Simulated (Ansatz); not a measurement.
# Stretching the linear Mo chain, part 2 of 3

Does stretching change the magnetism or the channel count of the linear Mo chain?

Ansatz 0.2.0; DFT PBEsol, plane waves, PAW; relaxation of a chain's period (the session's first sound run).

So far. Step 2 (Relaxing the period): The cell's length comes to 2.183 Å with no moment. That is -24 % against the start, more than a small adjustment.

## Step 3: The chain at a fixed length, period over the relaxed period 0.88, k-mesh 1×1×42

This step: DFT PBEsol, plane waves, PAW; channels and complex bands of a perfect chain (Ansatz 0.2.0).

The period is set to 0.88 times the relaxed one: shorter bonds widen the bands.

The cell differs from the one that the last finished run ended in (c 2.183 → 1.921 Å).

input.yaml

```yaml
crystal:
  lattice:
    - [7.5, 0.0, 0.0]
    - [0.0, 7.5, 0.0]
    - [0.0, 0.0, 1.9210788392]
  atoms:
    - { symbol: Mo, position: [0.5, 0.5, 0.0], spin: 3.0 }
magnetization:
  spin_polarized: true
kpoints:
  mp_grid: { grid: [1, 1, 42] }
scf:
  occupations: { method: fermi_dirac, width: 0.05 }
hamiltonian:
  xc: pbesol
output:
  transmission:
    e_range: [-2, 2]
    de: 0.035
    kmesh: [1, 1]
    reduced_basis: true
    leads: [[0, 0]]
  stress: true
```

On the command line:

```
$ ansatz run input.yaml --threads 4 --pin off --max-ram 8192MiB --backend cpu --events-out ev --progress --plain --runs-dir out
```

Numbers of over 12 decimals in the logs are rounded to 6 here.

The log of the run:

```text
[...]
Crystal: 1 atoms, lattice volume = 108.061 Å³
Basis set: ecut = 420 eV, 2079 PW (Γ)
Bands: 13, of which v1, the nominal top of the filled ones, is band 7 counted from 1 (6 counted from 0)
Symmetry: 16 space group operations
[...]
k-points: 22 of 42
[...]
Starting moments: Σ|m| = 3 μB on 1 of 1 site
[...]
SCF iter   1: F=—  HF=-4889.933086 eV  |F-HF|=—  |Δ(HF+E_count)|=         —  Δρ=4.39e-2 (↑4.03e-2 ↓4.39e-2)  dr2=5.29e-1  dr2_m=1.64e0  M=0.531 μB ∫|m|=0.535 μB  β_m=0.30  ethr=3.10e-3  ⟨swp⟩=6.9  Hψ=3721  notcnv=0
[...]
SCF iter  10: F=-4891.325971 eV  HF=-4891.325971 eV  |F-HF|=4.55e-12  |Δ(HF+E_count)|=  2.64e-11  Δρ=2.65e-8 (↑2.65e-8 ↓2.58e-8)  dr2=3.34e-12  dr2_m=2.60e-14  M=-0.000 μB ∫|m|=0.000 μB  ethr=1.00e-12  ⟨swp⟩=5.0  Hψ=2087  notcnv=0
SCF 1 converged in 10 iterations: F = -4891.325971 eV  dr2 = 3.34e-12
[...]
the search or the solves at the SCF's close seem to have found levels that the self-consistency loop had missed (the run counts 3). By its estimate they hold under 1e-12 electrons; where the run keeps them, the occupations were computed again with them
WARN: the starting moments were not kept: the SCF closed with an absolute magnetisation of 1.3e-7 μB, where they sum to 3 μB in size (1 site). That is at most 0.1 of that sum. Measured as dr2_m measures the in/out step, that magnetisation stands 7.3e-15 eV from none, at or under the dr2_threshold of 1.0e-7 eV: it is no larger than a step whose dr2_m would equal this threshold. The system may hold no moment; this SCF  [...]
transmission: 6 of 36 steps passed
transmission: 9 of 36 steps passed
[...]
transmission: 36 of 36 steps passed
SCF converged after 10 iterations
Magnetization: -0.0000 μB (7.0000 up, 7.0000 down)
Absolute magnetization: 0.0000 μB (∫|ρ↑−ρ↓|, with the PAW one-centre terms)
[...]
Per-site moments (μB) at R_I (Å): [(-4.152905634684303e-8, 0.79244502117)]
Free energy (F): -4891.325971 eV
[...]
Internal energy: -4891.314959 eV  (E = F + TS)
E sigma→0 (E₀):  -4891.320465 eV
Entropy (-TS):   -0.011013 eV (-11.013 meV/atom)
Fermi energy:    -0.757766 eV
[...]
--- Stress (GPa, compression-positive) ---
       -0.283192       0.000000       0.000000
        0.000000      -0.283192       0.000000
        0.000000       0.000000      30.243108
  P = ⅓ Tr σ = 9.8922 GPa (98.922 kbar)
--- Band table (eV; the first three rows and the last of 44) ---
  k-point 0 ↑: bands = [... 3 lower, -30.3688, -6.5866, -2.6148, -2.5985, -2.2938, 1.3649, 1.3649, 3.4929, ... 2 higher]
  k-point 1 ↑: bands = [... 3 lower, -30.4580, -6.4836, -2.5977, -2.5815, -2.2541, 1.3703, 1.3703, 3.5170, ... 2 higher]
  k-point 2 ↑: bands = [... 3 lower, -30.7196, -6.1840, -2.5463, -2.5303, -2.1319, 1.3826, 1.3826, 3.5894, ... 2 higher]
  k-point 21 ↓: bands = [... 3 lower, -34.3823, -6.7198, -6.7198, 1.7295, 1.7306, 4.6284, 7.3449, 11.3954, ... 2 higher]
--- Transmission ---
  basis      : 497 plane waves across, 3 finite elements along
  points     : 1, standing for a mesh of 1 x 1
  filling    : by the input's occupations and mesh, since the crystals that have channels conduct as metals do. If one of these is a semiconductor, that mesh has misplaced its level
  energies   : 115 from -2.000000 to 1.990000 eV about the Fermi level, 0.035000 eV apart; the leads are filled to 0.000000 eV, and channels, transmission and decay are at -0.005000 eV
  crystal 0  : Mo1, at the sites [0, 0], period 1.9211 Å: whole cells are its period
    offset         : up to 0.0000 Å between an atom of the period and one for which it stands
    filled         : 17.7 meV under the level at which it is neutral
    channels       : 6.000000e0 up, 6.000000e0 down
    conductance    : 8.2646e14 S/m² at 300 K; may be off by some 0.0 % by where its bands' edges are placed, 0.0 % from the distance to neutral
```

Run time: 23 s. Hardware: 4 threads of Arm Neoverse V2, shared host; peak memory 0.48 GiB; 77 s of CPU time.

This step gave:

```yaml
energy_at_zero_smearing: -4891.3205 eV
channels_at_the_energy_nearest_the_fermi_level_spin_up: 6
channels_at_the_energy_nearest_the_fermi_level_spin_down: 6
conductance_of_the_lead_as_this_run_defines_it: 6.000 G₀
band_gap: 0 eV
```

The open channels of the lead by energy, zero at the Fermi level:

```tsv
energy (eV)	spin up	spin down
-2.000	3	3
-1.790	5	5
-1.615	5	5
-1.405	6	6
-1.195	6	6
-0.985	6	6
-0.810	6	6
-0.600	6	6
-0.390	6	6
-0.215	6	6
-0.005	6	6
0.205	6	6
0.415	6	6
0.590	6	6
0.800	6	6
1.010	6	6
1.185	6	6
1.395	6	6
1.605	6	6
1.815	6	6
```

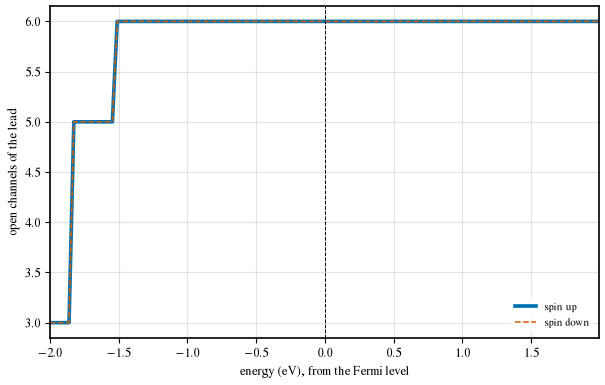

Open channels of the lead, plotted against energy.

At the computed energy nearest the Fermi level there are 6 spin-up and 6 spin-down channels, and the thermal average gives 6.00 G₀.

## Step 4: The chain at a fixed length, period over the relaxed period 0.92, k-mesh 1×1×40

The period is set to 0.92 times the relaxed one: shorter bonds widen the bands.

The cell differs from the one that the last finished run ended in (c 1.921 → 2.008 Å).

Edit input.yaml of step 3 so:

```diff
@@ -4,3 +4,3 @@
     - [0.0, 7.5, 0.0]
-    - [0.0, 0.0, 1.9210788392]
+    - [0.0, 0.0, 2.0084006046]
   atoms:
@@ -10,3 +10,3 @@
 kpoints:
-  mp_grid: { grid: [1, 1, 42] }
+  mp_grid: { grid: [1, 1, 40] }
 scf:
```

The log of the run:

```text
[...]
Crystal: 1 atoms, lattice volume = 112.973 Å³
Basis set: ecut = 420 eV, 2215 PW (Γ)
Bands: 13, of which v1, the nominal top of the filled ones, is band 7 counted from 1 (6 counted from 0)
Symmetry: 16 space group operations
[...]
k-points: 21 of 40
[...]
Starting moments: Σ|m| = 3 μB on 1 of 1 site
[...]
--- Transmission ---
  basis      : 497 plane waves across, 3 finite elements along
  points     : 1, standing for a mesh of 1 x 1
[...]
crystal 0  : Mo1, at the sites [0, 0], period 2.0084 Å: whole cells are its period
[...]
filled         : 16.6 meV over the level at which it is neutral
    channels       : 6.000000e0 up, 6.000000e0 down
[...]
[key lines of the parts left out:]
SCF converged after 10 iterations
Magnetization: 0.0000 μB (7.0000 up, 7.0000 down)
Free energy (F): -4892.029259 eV
Fermi energy:    -0.987914 eV
P = ⅓ Tr σ = 5.2629 GPa (52.629 kbar)
```

The job ended after 20 s (4 threads; peak memory 0.46 GiB).

At the computed energy nearest the Fermi level there are 6 spin-up and 6 spin-down channels, and the thermal average gives 6.00 G₀.

## Step 5: At a set period, period over the relaxed period 0.96, k-mesh 1×1×39

The period is set to 0.96 times the relaxed one: shorter bonds widen the bands.

The cell differs from the one that the last finished run ended in (c 2.008 → 2.096 Å).

Edit input.yaml of step 4 so:

```diff
@@ -4,3 +4,3 @@
     - [0.0, 7.5, 0.0]
-    - [0.0, 0.0, 2.0084006046]
+    - [0.0, 0.0, 2.09572237]
   atoms:
@@ -10,3 +10,3 @@
 kpoints:
-  mp_grid: { grid: [1, 1, 40] }
+  mp_grid: { grid: [1, 1, 39] }
 scf:
```

The log of the run:

```text
[...]
Crystal: 1 atoms, lattice volume = 117.884 Å³
Basis set: ecut = 420 eV, 2319 PW (Γ)
Bands: 13, of which v1, the nominal top of the filled ones, is band 7 counted from 1 (6 counted from 0)
Symmetry: 16 space group operations
[...]
k-points: 20 of 39
[...]
Starting moments: Σ|m| = 3 μB on 1 of 1 site
[...]
--- Transmission ---
  basis      : 497 plane waves across, 3 finite elements along
  points     : 1, standing for a mesh of 1 x 1
[...]
crystal 0  : Mo1, at the sites [0, 0], period 2.0957 Å: whole cells are its period
[...]
filled         : 20.8 meV over the level at which it is neutral
    channels       : 6.000000e0 up, 6.000000e0 down
[...]
[key lines of the parts left out:]
SCF converged after 11 iterations
Magnetization: -0.0000 μB (7.0000 up, 7.0000 down)
Free energy (F): -4892.352277 eV
Fermi energy:    -1.176580 eV
P = ⅓ Tr σ = 1.8294 GPa (18.294 kbar)
```

Run time: 20 s. Hardware: 4 threads; peak memory 0.46 GiB.

At the computed energy nearest the Fermi level there are 6 spin-up and 6 spin-down channels, and the thermal average gives 6.00 G₀.

## Step 6: The chain at a fixed length, period over the relaxed period 1, k-mesh 1×1×37

The period is set to 1.0 times the relaxed one, as the point of reference.

Edit input.yaml of step 5 so:

```diff
@@ -4,3 +4,3 @@
     - [0.0, 7.5, 0.0]
-    - [0.0, 0.0, 2.09572237]
+    - [0.0, 0.0, 2.1830441354]
   atoms:
@@ -10,3 +10,3 @@
 kpoints:
-  mp_grid: { grid: [1, 1, 39] }
+  mp_grid: { grid: [1, 1, 37] }
 scf:
```

The log of the run:

```text
[...]
Crystal: 1 atoms, lattice volume = 122.796 Å³
Basis set: ecut = 420 eV, 2431 PW (Γ)
Bands: 13, of which v1, the nominal top of the filled ones, is band 7 counted from 1 (6 counted from 0)
Symmetry: 16 space group operations
[...]
k-points: 19 of 37
[...]
Starting moments: Σ|m| = 3 μB on 1 of 1 site
[...]
--- Transmission ---
  basis      : 497 plane waves across, 3 finite elements along
  points     : 1, standing for a mesh of 1 x 1
[...]
crystal 0  : Mo1, at the sites [0, 0], period 2.1830 Å: whole cells are its period
[...]
filled         : 40.7 meV under the level at which it is neutral
    channels       : 6.000000e0 up, 6.000000e0 down
[...]
[key lines of the parts left out:]
SCF converged after 11 iterations
Magnetization: -0.0000 μB (7.0000 up, 7.0000 down)
Free energy (F): -4892.445623 eV
Fermi energy:    -1.403315 eV
P = ⅓ Tr σ = -0.1621 GPa (-1.621 kbar)
```

Wall time 18 s (4 threads); peak memory 0.44 GiB; 57 s of CPU time.

At the computed energy nearest the Fermi level there are 6 spin-up and 6 spin-down channels, and the thermal average gives 6.00 G₀.

## Step 7: The chain at a fixed length, period over the relaxed period 1.04, k-mesh 1×1×36

The period is set to 1.04 times the relaxed one: longer bonds narrow the bands.

The cell differs from the one that the last finished run ended in (c 2.183 → 2.270 Å).

Edit input.yaml of step 6 so:

```diff
@@ -4,3 +4,3 @@
     - [0.0, 7.5, 0.0]
-    - [0.0, 0.0, 2.1830441354]
+    - [0.0, 0.0, 2.2703659009]
   atoms:
@@ -10,3 +10,3 @@
 kpoints:
-  mp_grid: { grid: [1, 1, 37] }
+  mp_grid: { grid: [1, 1, 36] }
 scf:
```

The log of the run:

```text
[...]
Crystal: 1 atoms, lattice volume = 127.708 Å³
Basis set: ecut = 420 eV, 2511 PW (Γ)
Bands: 13, of which v1, the nominal top of the filled ones, is band 7 counted from 1 (6 counted from 0)
Symmetry: 16 space group operations
[...]
k-points: 19 of 36
[...]
Starting moments: Σ|m| = 3 μB on 1 of 1 site
[...]
--- Transmission ---
  basis      : 497 plane waves across, 3 finite elements along
  points     : 1, standing for a mesh of 1 x 1
[...]
crystal 0  : Mo1, at the sites [0, 0], period 2.2704 Å: whole cells are its period
[...]
filled         : 2.3 meV under the level at which it is neutral
    channels       : 6.000000e0 up, 6.000000e0 down
[...]
[key lines of the parts left out:]
SCF converged after 12 iterations
Magnetization: -0.0000 μB (7.0000 up, 7.0000 down)
Free energy (F): -4892.372903 eV
Fermi energy:    -1.483497 eV
P = ⅓ Tr σ = -1.7468 GPa (-17.468 kbar)
```

Run time: 17 s. Hardware: 4 threads; peak memory 0.43 GiB.

At the computed energy nearest the Fermi level there are 6 spin-up and 6 spin-down channels, and the thermal average gives 6.00 G₀. The change of length costs 0.072 eV a cell and leaves no moment.

## Step 8: At a set period, period over the relaxed period 1.08, k-mesh 1×1×34

The period is set to 1.08 times the relaxed one: longer bonds narrow the bands.

The cell differs from the one that the last finished run ended in (c 2.270 → 2.358 Å).

Edit input.yaml of step 7 so:

```diff
@@ -4,3 +4,3 @@
     - [0.0, 7.5, 0.0]
-    - [0.0, 0.0, 2.2703659009]
+    - [0.0, 0.0, 2.3576876663]
   atoms:
@@ -10,3 +10,3 @@
 kpoints:
-  mp_grid: { grid: [1, 1, 36] }
+  mp_grid: { grid: [1, 1, 34] }
 scf:
```

The log of the run:

```text
[...]
Crystal: 1 atoms, lattice volume = 132.620 Å³
Basis set: ecut = 420 eV, 2583 PW (Γ)
Bands: 13, of which v1, the nominal top of the filled ones, is band 7 counted from 1 (6 counted from 0)
Symmetry: 16 space group operations
[...]
k-points: 18 of 34
[...]
Starting moments: Σ|m| = 3 μB on 1 of 1 site
[...]
--- Transmission ---
  basis      : 497 plane waves across, 3 finite elements along
  points     : 1, standing for a mesh of 1 x 1
[...]
crystal 0  : Mo1, at the sites [0, 0], period 2.3577 Å: whole cells are its period
[...]
filled         : 20.2 meV over the level at which it is neutral
    channels       : 6.000000e0 up, 6.000000e0 down
[...]
[key lines of the parts left out:]
SCF converged after 12 iterations
Magnetization: 0.0000 μB (7.0000 up, 7.0000 down)
Free energy (F): -4892.182487 eV
Fermi energy:    -1.567980 eV
P = ⅓ Tr σ = -2.7038 GPa (-27.038 kbar)
```

Wall time 16 s (4 threads); peak memory 0.43 GiB.

At the computed energy nearest the Fermi level there are 6 spin-up and 6 spin-down channels, and the thermal average gives 6.00 G₀. The change of length costs 0.266 eV a cell and leaves no moment.

## Step 9: The chain at a fixed length, period over the relaxed period 1.13, k-mesh 1×1×33

The period is set to 1.13 times the relaxed one: longer bonds narrow the bands.

The cell differs from the one that the last finished run ended in (c 2.358 → 2.467 Å).

Edit input.yaml of step 8 so:

```diff
@@ -4,3 +4,3 @@
     - [0.0, 7.5, 0.0]
-    - [0.0, 0.0, 2.3576876663]
+    - [0.0, 0.0, 2.466839873]
   atoms:
@@ -10,3 +10,3 @@
 kpoints:
-  mp_grid: { grid: [1, 1, 34] }
+  mp_grid: { grid: [1, 1, 33] }
 scf:
```

The log of the run:

```text
[...]
Crystal: 1 atoms, lattice volume = 138.760 Å³
Basis set: ecut = 420 eV, 2697 PW (Γ)
Bands: 13, of which v1, the nominal top of the filled ones, is band 7 counted from 1 (6 counted from 0)
Symmetry: 16 space group operations
[...]
k-points: 17 of 33
[...]
Starting moments: Σ|m| = 3 μB on 1 of 1 site
[...]
--- Transmission ---
  basis      : 497 plane waves across, 4 finite elements along
  points     : 1, standing for a mesh of 1 x 1
[...]
crystal 0  : Mo1, at the sites [0, 0], period 2.4668 Å: whole cells are its period
[...]
filled         : 2.1 meV over the level at which it is neutral
    channels       : 6.000000e0 up, 4.000000e0 down
[...]
[key lines of the parts left out:]
SCF converged after 10 iterations
Magnetization: 2.5313 μB (8.2657 up, 5.7343 down)
Free energy (F): -4891.952373 eV
Fermi energy:    -1.367260 eV
P = ⅓ Tr σ = -1.6700 GPa (-16.700 kbar)
```

Run time: 22 s. Hardware: 4 threads; peak memory 0.5 GiB.

Open channels of the lead against energy, zero at the Fermi level:

```tsv
energy (eV)	spin up	spin down
-2.000	3	1
-1.790	4	3
-1.615	4	3
-1.405	4	3
-1.195	6	3
-0.985	6	3
-0.810	6	3
-0.600	6	3
-0.390	6	4
-0.215	6	4
-0.005	6	4
0.205	4	4
0.415	4	4
0.590	4	6
0.800	4	6
1.010	4	6
1.185	4	6
1.395	3	6
1.605	3	6
1.815	1	6
```

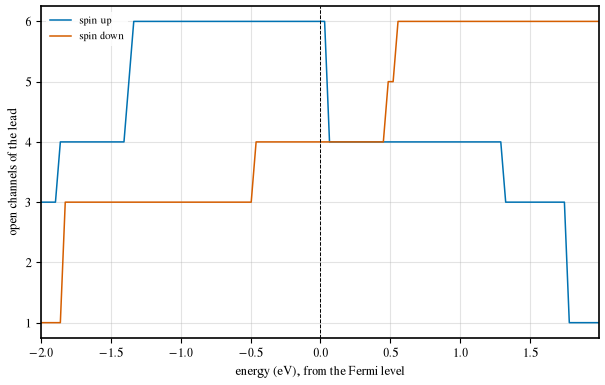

Open channels of the lead, plotted against energy.

At the computed energy nearest the Fermi level there are 6 spin-up and 4 spin-down channels, and the thermal average gives 4.87 G₀. The change of length costs 0.496 eV a cell and leaves an absolute moment of 2.53 μB a cell.

## Step 10: At a set period, period over the relaxed period 1.2, k-mesh 1×1×31

The period is set to 1.2 times the relaxed one: longer bonds narrow the bands.

The cell differs from the one that the last finished run ended in (c 2.467 → 2.620 Å).

Edit input.yaml of step 9 so:

```diff
@@ -4,3 +4,3 @@
     - [0.0, 7.5, 0.0]
-    - [0.0, 0.0, 2.466839873]
+    - [0.0, 0.0, 2.6196529625]
   atoms:
@@ -10,3 +10,3 @@
 kpoints:
-  mp_grid: { grid: [1, 1, 33] }
+  mp_grid: { grid: [1, 1, 31] }
 scf:
```

The log of the run:

```text
[...]
Crystal: 1 atoms, lattice volume = 147.355 Å³
Basis set: ecut = 420 eV, 2897 PW (Γ)
Bands: 13, of which v1, the nominal top of the filled ones, is band 7 counted from 1 (6 counted from 0)
Symmetry: 16 space group operations
[...]
k-points: 16 of 31
[...]
Starting moments: Σ|m| = 3 μB on 1 of 1 site
[...]
--- Transmission ---
  basis      : 497 plane waves across, 4 finite elements along
  points     : 1, standing for a mesh of 1 x 1
[...]
crystal 0  : Mo1, at the sites [0, 0], period 2.6197 Å: whole cells are its period
[...]
filled         : 12.1 meV over the level at which it is neutral
    channels       : 4.000000e0 up, 4.000000e0 down
[...]
[key lines of the parts left out:]
SCF converged after 10 iterations
Magnetization: 3.0990 μB (8.5495 up, 5.4505 down)
Free energy (F): -4891.688905 eV
Fermi energy:    -1.305771 eV
P = ⅓ Tr σ = -1.8258 GPa (-18.258 kbar)
```

The job ended after 22 s (4 threads; peak memory 0.52 GiB).

At the computed energy nearest the Fermi level there are 4 spin-up and 4 spin-down channels, and the thermal average gives 3.88 G₀. The change of length costs 0.757 eV a cell and leaves an absolute moment of 3.10 μB a cell.

For the conductance of the lead as this run defines it, step 3 gave 6.00 G₀; this run, with period over the relaxed period 1.2 and k-mesh 1×1×31, gives 3.88 G₀ (-35 %).

## Step 11: At a set period, period over the relaxed period 1.3, k-mesh 1×1×29

The period is set to 1.3 times the relaxed one: longer bonds narrow the bands.

The cell differs from the one that the last finished run ended in (c 2.620 → 2.838 Å).

Edit input.yaml of step 10 so:

```diff
@@ -4,3 +4,3 @@
     - [0.0, 7.5, 0.0]
-    - [0.0, 0.0, 2.6196529625]
+    - [0.0, 0.0, 2.8379573761]
   atoms:
@@ -10,3 +10,3 @@
 kpoints:
-  mp_grid: { grid: [1, 1, 31] }
+  mp_grid: { grid: [1, 1, 29] }
 scf:
```

The log of the run:

```text
[...]
Crystal: 1 atoms, lattice volume = 159.635 Å³
Basis set: ecut = 420 eV, 3145 PW (Γ)
Bands: 13, of which v1, the nominal top of the filled ones, is band 7 counted from 1 (6 counted from 0)
Symmetry: 16 space group operations
[...]
k-points: 15 of 29
[...]
Starting moments: Σ|m| = 3 μB on 1 of 1 site
[...]
--- Transmission ---
  basis      : 497 plane waves across, 4 finite elements along
  points     : 1, standing for a mesh of 1 x 1
[...]
crystal 0  : Mo1, at the sites [0, 0], period 2.8380 Å: whole cells are its period
[...]
filled         : 12.4 meV under the level at which it is neutral
    channels       : 4.000000e0 up, 3.000000e0 down
[...]
[key lines of the parts left out:]
SCF converged after 10 iterations
Magnetization: 3.9094 μB (8.9547 up, 5.0453 down)
Free energy (F): -4891.307619 eV
Fermi energy:    -1.502712 eV
P = ⅓ Tr σ = -1.5583 GPa (-15.583 kbar)
```

It took 15 s on 4 threads; peak memory 0.42 GiB.

At the computed energy nearest the Fermi level there are 4 spin-up and 3 spin-down channels, and the thermal average gives 3.49 G₀. The change of length costs 1.140 eV a cell and leaves an absolute moment of 3.91 μB a cell.

For the conductance of the lead as this run defines it, step 3 gave 6.00 G₀; this run, with period over the relaxed period 1.3 and k-mesh 1×1×29, gives 3.49 G₀ (-42 %).

[end of part 2 of 3]

[Logs are printed without paths, hosts, clocks, repeated set-up lines and the standing remarks that a program may print on its own settings, such as how far it seeks lower states.]

[Hosts, paths, dates, database ids (printed as entryN), source tags and the programs' standing remarks are cut or masked in the printed files.]
